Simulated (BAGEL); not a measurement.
**AsH3 (arsine): a chain of runs**

Wanted: a single-point energy (HF/6-31G*), then the energy (NEVPT2(2,2)/6-31G*), then the energy (CASPT2(2,2)/6-31G*) of AsH3 (arsine). 

Program for the calculation: BAGEL 1.2.2.

1 further run of the same task is left out (set aside as unsound or not needed).

## 1. The system as given

AsH3 has 4 atoms, charge 0, and is taken as a singlet. SMILES: `[AsH3]`. The As1–H2 distance was set to 2.891 Å, away from the relaxed value. At this shape a bond of the SMILES string is far longer than usual.

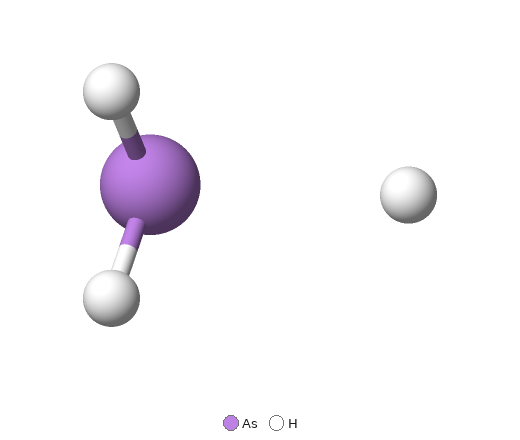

The structure, seen from a chosen angle (arsenic purple, hydrogen white).

## 2. The energy at HF/6-31G(d) (density fitting with svp-jkfit, spherical functions) (run 1)

File hf.json:

```json
{ "bagel" : [

{
  "title" : "molecule",
  "basis" : "6-31gs.json",
  "df_basis" : "svp-jkfit",
  "angstrom" : false,
  "geometry" : [
    { "atom" : "As", "xyz" : [    -1.36991727,     0.67873293,    -3.04407667 ] },
    { "atom" : "H", "xyz" : [     0.66121517,     1.19109438,     2.00197586 ] },
    { "atom" : "H", "xyz" : [    -2.98034187,    -1.57589931,    -2.27476916 ] },
    { "atom" : "H", "xyz" : [     0.80270086,    -1.02220955,    -3.85382431 ] }
  ]
},

{ "title" : "hf" },

{ "title" : "print", "file" : "orbitals.molden", "orbitals" : true }

]}
```

The basis set 6-31G* is read from a file made from the Basis Set Exchange's data (not shown).

Run with:

```console
$ BAGEL_NUM_THREADS=1 BAGEL hf.json > hf.out
```

Log:

```text
* using 1 threads per process

  ===============================================================
  ===============================================================

  *** Geometry ***

  { "atom" : "As", "xyz" : [     -1.369917,      0.678733,     -3.044077 ] },
  { "atom" : "H", "xyz" : [      0.661215,      1.191094,      2.001976 ] },
  { "atom" : "H", "xyz" : [     -2.980342,     -1.575899,     -2.274769 ] },
  { "atom" : "H", "xyz" : [      0.802701,     -1.022210,     -3.853824 ] },

  Number of auxiliary basis functions:      320

  Since a DF basis is specified, we compute 2- and 3-index integrals:
    o Being stored without compression. Storage requirement is 0.004 GB

  Number of basis functions:       38
  Number of electrons      :       36

    * METHOD: MOLECULE                             0.06

  *** RHF ***

  === Nuclear Repulsion ===
    29.5531008312

      * DIIS with orbital gradients will be used.

  === RHF iteration (6-31gs.json) ===
      0      -2235.43997253          0.01153113           0.01
      1      -2235.46568825          0.00646005           0.01
      2      -2235.47237583          0.00162243           0.01
      3      -2235.47311089          0.00037341           0.01
      4      -2235.47316859          0.00011484           0.01
      5      -2235.47317853          0.00004256           0.01
      6      -2235.47317978          0.00001311           0.01
      7      -2235.47317989          0.00000267           0.01
      8      -2235.47317989          0.00000062           0.01
      9      -2235.47317989          0.00000012           0.01
     10      -2235.47317989          0.00000003           0.01
     11      -2235.47317989          0.00000001           0.01
    * SCF iteration converged.

    * Permanent dipole moment:
           (    0.291228,     0.336180,     0.815576) a.u.

    * METHOD: HF                                   0.17

    * METHOD: PRINT                                0.00

  ===============================================================
```

Run time: 0.38 s. Hardware: 1 thread of INTEL XEON PLATINUM 8581C at 2.30GHz (Emerald Rapids), shared host; peak memory 0.15 GiB.

## 3. A single-point energy at NEVPT2(2,2)/6-31G(d) (density fitting with svp-jkfit, spherical functions) (run 2)

File nevpt2.json:

```json
{ "bagel" : [

{
  "title" : "molecule",
  "basis" : "6-31gs.json",
  "df_basis" : "svp-jkfit",
  "angstrom" : "false",
  "geometry" : [
    { "atom" : "As", "xyz" : [ -1.36991727,  0.67873293, -3.04407667 ] },
    { "atom" : "H", "xyz" : [  0.66121517,  1.19109438,  2.00197586 ] },
    { "atom" : "H", "xyz" : [ -2.98034187, -1.57589931, -2.27476916 ] },
    { "atom" : "H", "xyz" : [  0.80270086, -1.02220955, -3.85382431 ] }
  ]
},
{ "title" : "hf" },
{ "title" : "nevpt2", "nstate" : 1, "nact" : 2, "nclosed" : 17, "active" : [18, 19], "maxiter" : 200, "natocc" : "true", "ncore" : 9 },
{ "title" : "print", "file" : "orbitals.molden", "orbitals" : "true" }

]}
```

The basis set 6-31G* is read from a file made from the Basis Set Exchange's data (not shown).

Run with:

```console
$ BAGEL_NUM_THREADS=1 BAGEL nevpt2.json > nevpt2.out
```

Log:

```text
* using 1 threads per process

  ===============================================================
  ===============================================================

  *** Geometry ***

  { "atom" : "As", "xyz" : [     -1.369917,      0.678733,     -3.044077 ] },
  { "atom" : "H", "xyz" : [      0.661215,      1.191094,      2.001976 ] },
  { "atom" : "H", "xyz" : [     -2.980342,     -1.575899,     -2.274769 ] },
  { "atom" : "H", "xyz" : [      0.802701,     -1.022210,     -3.853824 ] },

  Number of auxiliary basis functions:      320

  Since a DF basis is specified, we compute 2- and 3-index integrals:
    o Being stored without compression. Storage requirement is 0.004 GB

  Number of basis functions:       38
  Number of electrons      :       36

    * METHOD: MOLECULE                             0.06

  *** RHF ***

  === Nuclear Repulsion ===
    29.5531008312

      * DIIS with orbital gradients will be used.

  === RHF iteration (6-31gs.json) ===
      0      -2235.43997253          0.01153113           0.01
      1      -2235.46568825          0.00646005           0.01
      2      -2235.47237583          0.00162243           0.01
      3      -2235.47311089          0.00037341           0.01
      4      -2235.47316859          0.00011484           0.01
      5      -2235.47317853          0.00004256           0.01
      6      -2235.47317978          0.00001311           0.01
      7      -2235.47317989          0.00000267           0.01
      8      -2235.47317989          0.00000062           0.01
      9      -2235.47317989          0.00000012           0.01
     10      -2235.47317989          0.00000003           0.01
     11      -2235.47317989          0.00000001           0.01
    * SCF iteration converged.

    * Permanent dipole moment:
           (    0.291228,     0.336180,     0.815576) a.u.

    * METHOD: HF                                   0.18

    * freezing 9 orbitals
  ---------------------------
      CASSCF calculation
  ---------------------------

    ==== Active orbitals : =====
         Orbital 18
         Orbital 19
    ============================

    * nstate   :      1
    * nclosed  :     17
    * nact     :      2
    * nvirt    :     19
  === CASSCF iteration (6-31gs.json) ===

    * Using the second-order algorithm

      0  0     -2235.53160169     9.81e-03      0.00

      1  0     -2235.54885757     1.24e-03      0.04

      2  0     -2235.54910116     2.30e-04      0.04

      3  0     -2235.54910718     5.55e-05      0.05

      4  0     -2235.54910750     1.30e-05      0.04

      5  0     -2235.54910752     3.05e-06      0.04

      6  0     -2235.54910752     7.14e-07      0.04

      7  0     -2235.54910752     1.67e-07      0.04

      8  0     -2235.54910752     3.91e-08      0.04

      9  0     -2235.54910752     9.12e-09      0.04

    * Second-order optimization converged. *

     guess   0:   closed 1.                   open ..

  === FCI iteration ===

      0  0     -2235.46350800     7.86e-02      0.00
      1  0     -2235.54719322     1.25e-02      0.00
      2  0 *   -2235.54910752     3.56e-16      0.00

     * ci vector, state   0, <S^2> = 0.0000
       2.     0.8774980105
       .2    -0.4795802764

  === DF-NEVPT2 calculation ===

    * 3-index integral transformation done
    * assembly done

      NEVPT2 correlation energy:   -0.2410343777      0.01

          (+0)     -0.2105008125
          (+0)'    -0.0080427570
          (+1)     -0.0055004152
          (+1)'    -0.0000000000
          (+2)     -0.0002419431
          (-1)     -0.0164339353
          (-1)'     0.0000000000
          (-2)     -0.0003145144

      NEVPT2 total energy:       -2235.7901418972

    * METHOD: NEVPT2                               0.42

    * METHOD: PRINT                                0.00

  ===============================================================
```

Wall time 0.8 s (1 thread of INTEL XEON PLATINUM 8581C at 2.30GHz (Emerald Rapids), shared host); peak memory 0.15 GiB.

## 4. The energy at CASPT2(2,2)/6-31G(d) (density fitting with svp-jkfit, spherical functions) (run 3)

File caspt2.json:

```json
{ "bagel": [

{
  "title": "molecule",
  "basis": "6-31gs.json",
  "df_basis": "svp-jkfit",
  "angstrom": "false",
  "geometry": [
    { "atom": "As", "xyz": [ -1.36991727,  0.67873293, -3.04407667 ] },
    { "atom": "H", "xyz": [  0.66121517,  1.19109438,  2.00197586 ] },
    { "atom": "H", "xyz": [ -2.98034187, -1.57589931, -2.27476916 ] },
    { "atom": "H", "xyz": [  0.80270086, -1.02220955, -3.85382431 ] }
  ]
},
{
  "title": "hf"
},
{
  "title": "casscf",
  "nstate": 1,
  "nact": 2,
  "nclosed": 17,
  "active": [18, 19],
  "maxiter": 200,
  "natocc": "true"
},
{
  "title": "print",
  "file": "orbitals.molden",
  "orbitals": "true"
},
{
  "title": "smith",
  "method": "caspt2",
  "ms": "true",
  "xms": "true",
  "sssr": "true",
  "shift": 0.2,
  "shift_imag": "true",
  "ncore": 9
}

]}
```

The basis set 6-31G* is read from a file made from the Basis Set Exchange's data (not shown).

Run with:

```console
$ BAGEL_NUM_THREADS=1 BAGEL caspt2.json > caspt2.out
```

Log:

```text
* using 1 threads per process

  ===============================================================
  ===============================================================

  *** Geometry ***

  { "atom" : "As", "xyz" : [     -1.369917,      0.678733,     -3.044077 ] },
  { "atom" : "H", "xyz" : [      0.661215,      1.191094,      2.001976 ] },
  { "atom" : "H", "xyz" : [     -2.980342,     -1.575899,     -2.274769 ] },
  { "atom" : "H", "xyz" : [      0.802701,     -1.022210,     -3.853824 ] },

  Number of auxiliary basis functions:      320

  Since a DF basis is specified, we compute 2- and 3-index integrals:
    o Being stored without compression. Storage requirement is 0.004 GB

  Number of basis functions:       38
  Number of electrons      :       36

    * METHOD: MOLECULE                             0.06

  *** RHF ***

  === Nuclear Repulsion ===
    29.5531008312

      * DIIS with orbital gradients will be used.

[... 6 lines left out ...]
    * SCF iteration converged.
[... 1 line left out ...]
    * Permanent dipole moment:
[... 27 lines left out ...]
    * Second-order optimization converged. *
[... 9 lines left out ...]
     * ci vector, state   0, <S^2> = 0.0000
[... 16 lines left out ...]
    * Zeroth order energy : state  0       -0.4350962788

    * CASPT2 iteration is performed using orthogonal basis

      -------------------------------------------  CASPT2 iteration  ---------------------------------------------------
       #      aibj      arbs      arbi      airj      risj      airs      arst      rist         Etot      error   time
      ------------------------------------------------------------------------------------------------------------------

       0  -0.20981  -0.00043  -0.01748  -0.00591  -0.00037  -0.00771  -0.00000   0.00000   -0.2417153  0.0007874   0.01
       1  -0.20982  -0.00043  -0.01749  -0.00592  -0.00038  -0.00777  -0.00000   0.00000   -0.2417981  0.0000902   0.00
       2  -0.20982  -0.00043  -0.01749  -0.00592  -0.00038  -0.00777  -0.00000  -0.00000   -0.2417993  0.0000105   0.00
       3  -0.20982  -0.00043  -0.01749  -0.00592  -0.00038  -0.00777  -0.00000  -0.00000   -0.2417994  0.0000016   0.00
       4  -0.20982  -0.00043  -0.01749  -0.00592  -0.00038  -0.00777   0.00000  -0.00000   -0.2417994  0.0000001   0.00

      ------------------------------------------------------------------------------------------------------------------

    * CASPT2 energy : state  0    -2235.7921053997
        w/o shift correction      -2235.7909068766
        reference weight              0.9412409277

    * METHOD: SMITH                                0.04

  ===============================================================
```

It took 0.85 s on 1 thread of INTEL XEON PLATINUM 8581C at 2.30GHz (Emerald Rapids), shared host; peak memory 0.15 GiB.

## 5. Outcome

```
                               quantity           value
         run 1, HF/6-31G*: total energy  -2235.47318 Eh
        run 1, HF/6-31G*: dipole moment          2.36 D
          run 1, HF/6-31G*: HOMO energy        -8.50 eV
          run 1, HF/6-31G*: LUMO energy        -0.74 eV
        run 1, HF/6-31G*: HOMO–LUMO gap         7.77 eV
run 2, NEVPT2(2,2)/6-31G*: total energy  -2235.79014 Eh
run 3, CASPT2(2,2)/6-31G*: total energy  -2235.79211 Eh
```

In words: One bond (run 1, HF/6-31G*) is far stretched, which a spin-restricted single reference describes badly; a broken-symmetry solution may lie lower.
